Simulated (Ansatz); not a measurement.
# CH3BClFO (methoxychlorofluoroborane): r2SCAN/cc-pVDZ

What is the vertical singlet–triplet gap of CH3BClFO (methoxychlorofluoroborane) at r2SCAN/cc-pVDZ? 

The calculation is run with Ansatz 0.2.0.

134 further runs of the same task are left out: 134 set aside as unsound or not needed. Runs told in other sessions of the task aren't counted.

## Step 1: The system as given

The species is CH3BClFO (8 atoms), meant as a singlet with charge 0. SMILES: `COB(F)Cl`. The shape is that of a PBE0-D4/def2-TZVP optimisation. This is one conformer, not always the lowest.

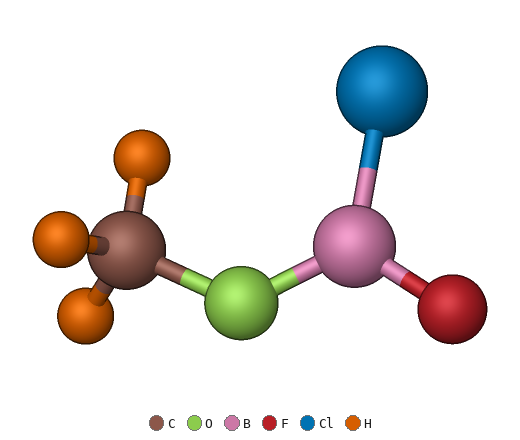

The structure, seen from a chosen angle (carbon brown, oxygen green, boron pink, fluorine red, chlorine blue, hydrogen orange).

## Step 2: A single-point energy at r2SCAN/cc-pVDZ

Contents of molecule.yaml:

```yaml
crystal:
  periodic: [false, false, false]
  atoms:
    - {symbol: C, position_ang: [0.662000, -0.415400, 0.804600]}
    - {symbol: O, position_ang: [-0.122300, -0.654500, -0.347500]}
    - {symbol: B, position_ang: [-0.782400, 0.264900, -1.051400]}
    - {symbol: F, position_ang: [-1.466600, -0.129900, -2.108800]}
    - {symbol: Cl, position_ang: [-0.801800, 1.985600, -0.658500]}
    - {symbol: H, position_ang: [1.700600, -0.658800, 0.576000]}
    - {symbol: H, position_ang: [0.308900, -1.072800, 1.599700]}
    - {symbol: H, position_ang: [0.593700, 0.623700, 1.130000]}
basis:
  gaussian:
    orbitals: cc-pVDZ
hamiltonian:
  xc: r2scan
accuracy: high
output: {orbitals: {seedname: orbitals}}
```

The run is started by

```console
$ ansatz run molecule.yaml --threads 1 --pin off --max-ram 3480MiB --events-out events.jsonl --progress --plain --runs-dir runs
```

What it wrote:

```text
Warning: RAYON_NUM_THREADS=1 ignored (pool sized by the plan → 1); use --threads N
Functional definition: r2SCAN
  name "r2SCAN"
  parameter k0 = 0.174
  parameter k1 = 0.065
  parameter a1 = 4.9479
  exchange = r2scan_x(k0 = k0, k1 = k1, a1 = a1)
  correlation = r2scan_c
2055 factors; integrals over basis functions are off by at most 3.5e-9 eV
mean field evaluation 1: about -19044.6404 eV, gradient 4.8e1 eV
mean field evaluation 2: about -19037.0087 eV, gradient 7.9e1 eV
mean field evaluation 4: about -19049.0563 eV, gradient 3.8e0 eV
mean field evaluation 8: about -19049.0841 eV, gradient 7.1e-2 eV
mean field evaluation 16: about -19049.0841 eV, gradient 5.4e-6 eV
mean field -19049.08406488 eV, -700.0409274515 hartree, gradient 1.4e-8 eV, S^2 0.000000; 0 other end points of the search recorded, 0 dependent functions left out
reference -19049.08406557 eV, -700.0409274766 hartree; 24, 24 occupied and 65, 65 virtual orbitals, 2055 factors
Total energy: -19049.08406557 eV, -700.0409274766 hartree
```

It took 12 s on 1 thread of Arm Neoverse V2, shared host; peak memory 0.29 GiB.

## Step 3: The triplet

Contents of in.yaml:

```yaml
crystal:
  periodic: [false, false, false]
  atoms:
    - symbol: C
      position_ang: [0.662000, -0.415400, 0.804600]
    - symbol: O
      position_ang: [-0.122300, -0.654500, -0.347500]
    - symbol: B
      position_ang: [-0.782400, 0.264900, -1.051400]
    - symbol: F
      position_ang: [-1.466600, -0.129900, -2.108800]
    - symbol: Cl
      position_ang: [-0.801800, 1.985600, -0.658500]
    - symbol: H
      position_ang: [1.700600, -0.658800, 0.576000]
    - symbol: H
      position_ang: [0.308900, -1.072800, 1.599700]
    - symbol: H
      position_ang: [0.593700, 0.623700, 1.130000]
basis:
  gaussian: {orbitals: cc-pVDZ}
magnetization: {spin_polarized: true, initial_magnetization: 2}
hamiltonian: {xc: r2scan}
accuracy: high
output: {orbitals: {seedname: orbitals}}
```

The run is started by

```console
$ ansatz run in.yaml --threads 1 --pin off --max-ram 3480MiB --events-out events.jsonl --progress --plain --runs-dir runs
```

What it wrote:

```text
Warning: RAYON_NUM_THREADS=1 ignored (pool sized by the plan → 1); use --threads N
[... 7 set-up lines as earlier in the session ...]
2055 factors; integrals over basis functions are off by at most 3.5e-9 eV
mean field evaluation 1: about -19032.9314 eV, gradient 4.1e1 eV
mean field evaluation 2: about -18993.1676 eV, gradient 9.9e1 eV
mean field evaluation 4: about -19038.9212 eV, gradient 1.7e1 eV
mean field evaluation 8: about -19041.3318 eV, gradient 4.8e0 eV
mean field evaluation 16: about -19041.5034 eV, gradient 7.3e-2 eV
mean field evaluation 32: about -19041.5034 eV, gradient 4.2e-7 eV
mean field evaluation 64: about -19039.1096 eV, gradient 4.3e0 eV
mean field -19041.50340882 eV, -699.7623434796 hartree, gradient 2.2e-8 eV, S^2 2.006929; 8 other end points of the search recorded, 0 dependent functions left out
reference -19041.50341067 eV, -699.7623435477 hartree; 25, 23 occupied and 64, 66 virtual orbitals, 2055 factors
Total energy: -19041.50341067 eV, -699.7623435477 hartree
```

It took 48 s on 1 thread of Arm Neoverse V2, shared host; peak memory 0.46 GiB.

## Step 4: What came out

At r2SCAN/cc-pVDZ:

```
                                        quantity          value
                           singlet: total energy  -700.04093 Eh
                            singlet: HOMO energy       -7.98 eV
                            singlet: LUMO energy        0.25 eV
                          singlet: HOMO–LUMO gap        8.23 eV
                           triplet: total energy  -699.76234 Eh
     triplet: HOMO energy (highest over α and β)       -0.56 eV
                                   triplet: ⟨S²⟩          2.007
vertical energy of the triplet above the singlet       7.581 eV
```

What this shows: At this shape the triplet lies 7.58 eV (731 kJ/mol) above the singlet.
